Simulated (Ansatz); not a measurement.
# F₃Rb₃: what the fields show

Input

```
crystal:
  periodic: [false, false, false]
  atoms:
    - {symbol: Rb, position_ang: [1.578260, 2.348608, -0.199913]}
    - {symbol: Rb, position_ang: [0.760029, -1.370139, 0.209250]}
    - {symbol: Rb, position_ang: [-2.822664, -0.095651, -0.297405]}
    - {symbol: F, position_ang: [-1.682168, -2.170604, 0.282779]}
    - {symbol: F, position_ang: [2.715513, 0.285357, 0.429173]}
    - {symbol: F, position_ang: [-0.548970, 1.002429, -0.423874]}
basis:
  gaussian: {orbitals: def2-TZVP, initial_orbitals: start.molden}
hamiltonian: {xc: pbe0, dispersion: d4}
scf: {omitted_lower_state_checks: [starts]}
output: {forces: true, orbitals: {seedname: orbitals}}
```

Command:

```sh
ansatz run in.yaml --threads 4 --pin off --events-out ev --progress --plain --max-ram 3916MiB
```

Geometry: PBE0-D4/def2-SVP; core potentials replace the inner electrons of Rb.

These are results of Ansatz 0.2.0, RKS PBE0-D4/def2-TZVP, not measurements.

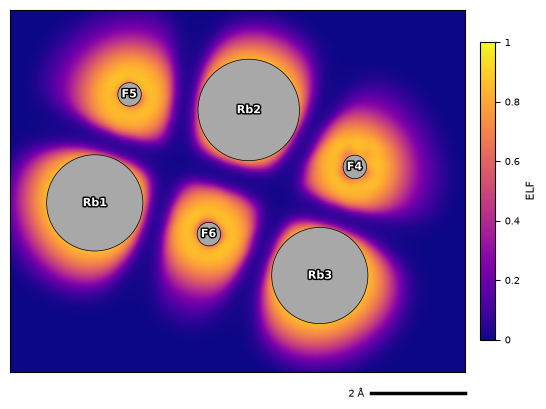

Figure 1. Electron localisation function on the plane of atoms Rb1, Rb2 and Rb3. Grey discs cover the atomic cores.

Read the bonding off the picture.

Answer. The section cuts through Rb and F sites. Rb–F (2.44 Å): the ELF is about 0.10 at the midpoint; a largely ionic contact. Rb–Rb (3.83 Å): the ELF is about 0 at the midpoint. Rb–F (2.53 Å): the ELF is about 0.10 at the midpoint: a closed-shell, largely ionic contact. Rb–F (2.57 Å): the ELF is about 0.10 at the midpoint: an ionic contact with no shared pair. Rb–F (2.78 Å): the ELF is about 0.05 at the midpoint (a closed-shell, largely ionic contact).

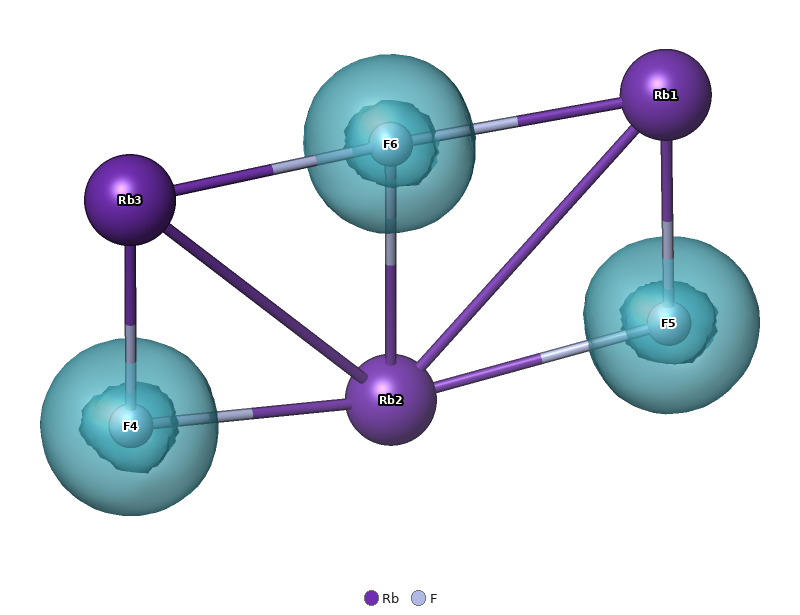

Figure 2. Isosurface of the ELF at 0.75 (cyan), seen at a tilt. Core shells and regions of very low density are left out.

What do the ELF domains correspond to?

Answer. The ELF exceeds this value in three regions wrapped around F (the valence shell of each).

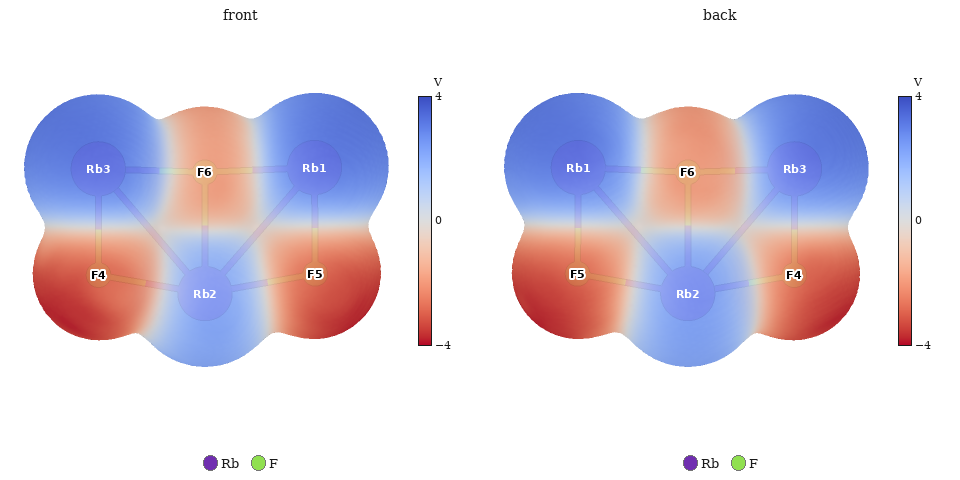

Figure 3. The electrostatic potential painted on the density surface at 0.004 e/bohr³, seen from the front and from behind; the colour scale runs from red (negative) to blue (positive).

Where is the surface potential most negative and most positive?

Answer. The most negative region (about −3.8 V) lies over F4 and F5, the most positive (about +3.2 V) over Rb1 and Rb3.
